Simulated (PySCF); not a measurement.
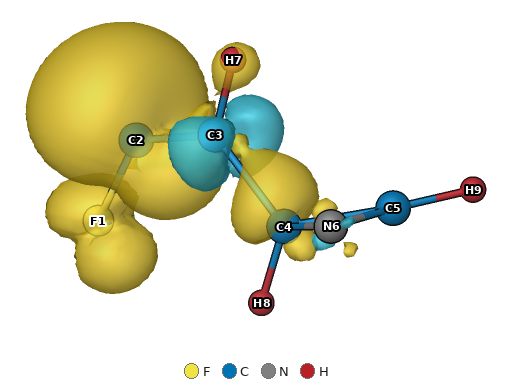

Figure 1: C$_{4}$H$_{3}$FN (SMILES F/[C]=C\[C@H]1C=N1) (doublet). Isosurfaces of the spin density (α minus β) at +0.02 (yellow) and −0.02 e/Å³ (cyan), seen at a tilt.

Geometry: GFN2-xTB.

Computed with UKS B3LYP, pcH-1 on C F H N, non-relativistic, mean-field spin-orbit, GIAO in PySCF.

```tsv
atom	x (Å)	y (Å)	z (Å)
F	2.6759	0.6914	-0.2313
C	2.0208	-0.2255	0.4604
C	0.7451	-0.4343	0.6203
C	-0.3381	0.4048	0.0273
C	-1.6400	-0.1773	-0.2558
N	-1.6325	0.5232	0.7812
H	0.4187	-1.2575	1.2368
H	-0.0016	1.2780	-0.5187
H	-2.2347	-0.7968	-0.8824
```

Where is the unpaired spin?

Answer. The unpaired spin (1 electron) lies mostly on C2 (about 0.8) and F1 (about 0.2), in electrons by Hirshfeld's partition.
